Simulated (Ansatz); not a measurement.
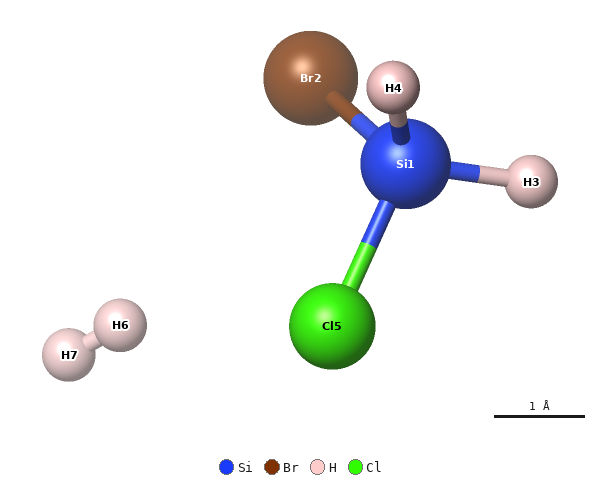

Fig. 1: The structure (ball-and-stick view, seen at a tilt; atoms are numbered from 1 in the order of the input). Bond lengths as drawn: Br–Si 2.21 Å, Cl–Si 2.04 Å, H–H 0.75 Å and H–Si 1.48 Å.

Run report: SiH₄BrCl, single-point calculation

SiH₄BrCl, computed with RKS PBE0-D4/def2-TZVPP (Ansatz 0.2.0).

The geometry is the reactant side of a reaction. The reaction was set up to form Si1–H7 and Br2–H6 and to break Si1–Br2 and H6–H7 (atoms counted from 1 in the order of the input); sticks are drawn by distance alone. The geometry comes from this level: PBE0-D4/def2-TZVP.

## Input
```yaml
crystal:
  periodic: [false, false, false]
  atoms:
    - {symbol: Si, position_ang: [-0.983020, -0.016981, -1.003646]}
    - {symbol: Br, position_ang: [0.089432, -1.823968, -0.331066]}
    - {symbol: H, position_ang: [-0.692965, 0.190586, -2.435604]}
    - {symbol: H, position_ang: [-2.422149, -0.202555, -0.734956]}
    - {symbol: Cl, position_ang: [-0.334756, 1.617563, 0.033226]}
    - {symbol: H, position_ang: [1.912467, 0.102900, 1.967861]}
    - {symbol: H, position_ang: [2.430992, 0.132554, 2.504185]}
basis:
  gaussian: {orbitals: def2-TZVPP}
hamiltonian: {xc: pbe0, dispersion: d4}
output: {orbitals: {seedname: orbitals}}
```

Hardware: 4 threads of Arm Neoverse V1, 23 GiB of memory available, shared host.

Command:
```bash
ansatz run in.yaml --threads 4 --pin off --events-out ev --progress --plain --max-ram 9574MiB
```

## Log
```
Functional definition: PBE0
  name "PBE0"
  cite "Adamo & Barone, J. Chem. Phys. 110, 6158 (1999) doi:10.1063/1.478522"
  cite "Perdew, Burke & Ernzerhof, Phys. Rev. Lett. 77, 3865 (1996) doi:10.1103/PhysRevLett.77.3865"
  parent pbe
  parameter a = 0.25
  parameter kappa = 0.804
  parameter beta = 0.06672455060314922
  exchange = (1 - a)*pbe_x(kappa = kappa, mu = beta*pi^2/3) + a*exact_x
  correlation = pbe_c(beta = beta)
1265 factors; their error is unknown
mean field evaluation 1: about -90497.8077 eV, gradient 1.3e1 eV
mean field evaluation 2: about -90498.1130 eV, gradient 7.1e0 eV
mean field evaluation 4: about -90498.1997 eV, gradient 4.3e-1 eV
mean field evaluation 8: about -90498.6768 eV, gradient 4.1e-1 eV
mean field evaluation 16: about -90498.6769 eV, gradient 3.6e-5 eV
mean field -90498.67694262 eV, -3325.7650354349 hartree, gradient 3.6e-5 eV, S^2 0.000000; 0 other end points of the search recorded, 0 dependent functions left out
reference -90498.67697487 eV, -3325.7650366198 hartree; 35, 35 occupied and 153, 153 virtual orbitals, 1265 factors
Total energy: -90498.80579217 eV, -3325.7697705684 hartree
```

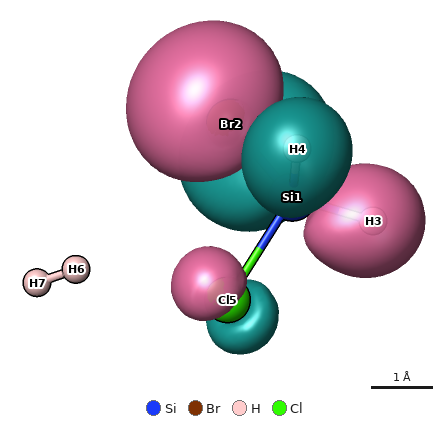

Fig. 2: The HOMO at ±0.08 Å⁻³ᐟ² (teal and pink are the two phases), seen at a tilt. Its energy is −8.73 eV.

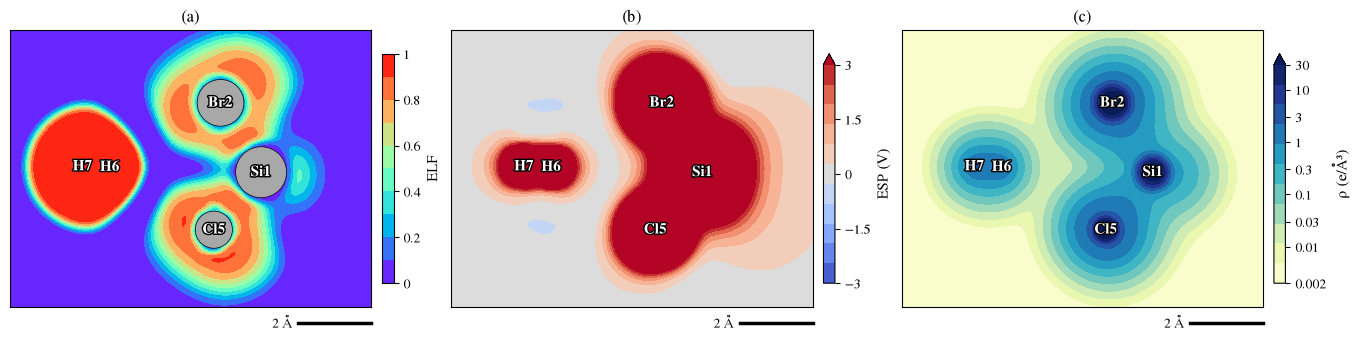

Fig. 3: (a) ELF; (b) electrostatic potential; (c) total electron density on the plane of atoms Br2, Si1 and Cl5. Grey discs, where drawn, cover atomic cores. Atoms in the plane: Si, Br, Cl and H. H–H (0.75 Å): ρ is about 1.8 e/Å³ halfway; the ELF peaks at about 1 between the atoms; a covalent bond by its length.

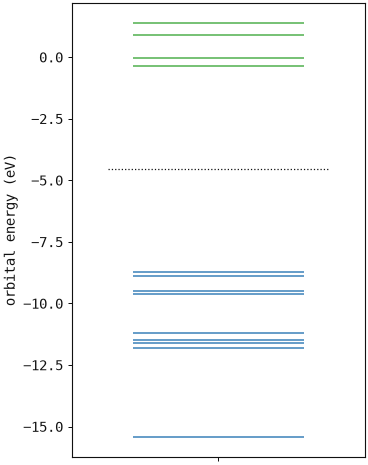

Fig. 4: Orbital energies near the frontier; the dotted line parts filled from empty levels, and levels within 0.02 eV of each other stand side by side. Highest filled −8.73 eV, lowest empty −0.36 eV, 8.37 eV apart.

## Results in brief

| quantity | value |
| --- | --- |
| outcome | converged |
| total energy | −90498.8058 eV |
| mean-field energy | −90498.6770 eV |
| dispersion energy | −0.1288 eV |
| SCF solution under orbital rotations | stable |
| HOMO | −8.73 eV |
| LUMO | −0.36 eV |
| wall time | 1.9 s (CPU time 7 s) |
| peak memory | 0.48 GiB |
